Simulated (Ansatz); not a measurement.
```xyz
9

C    -1.2668    1.0776   -0.0158
C    -0.7624   -0.0925   -0.3892
Sn    1.1339   -0.7389    0.2775
F     2.2435   -0.8504   -1.2981
H    -2.2440    1.4148   -0.3531
H    -0.7328    1.7605    0.6399
H    -1.3367   -0.7364   -1.0501
H     1.8694    0.4403    1.2653
H     1.1843   -2.3212    0.9063
```

Geometry: PBE0-D4/def2-TZVP; core potentials replace the inner electrons of Sn.

Computed with RKS PBE0-D4/def2-TZVPP (Ansatz).

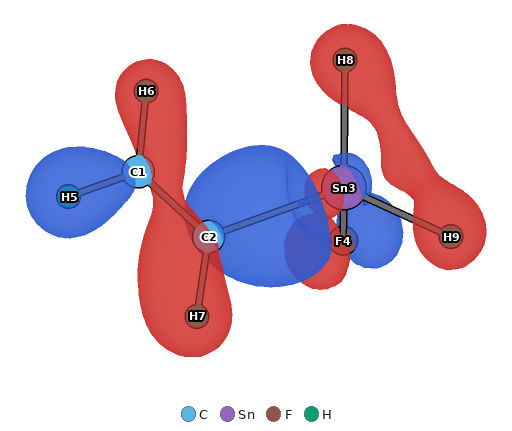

C₂H₅FSn. The HOMO−1 at ±0.15 Å⁻³ᐟ² (blue and red are the two phases), seen at a tilt.

Describe this orbital and give its energy.

Answer. It lies mainly on C2 (about 30 %), Sn3 (about 25 %), C1 (about 10 %), F4 (about 10 %) and H7 (about 5 %). Its energy is −8.64 eV.
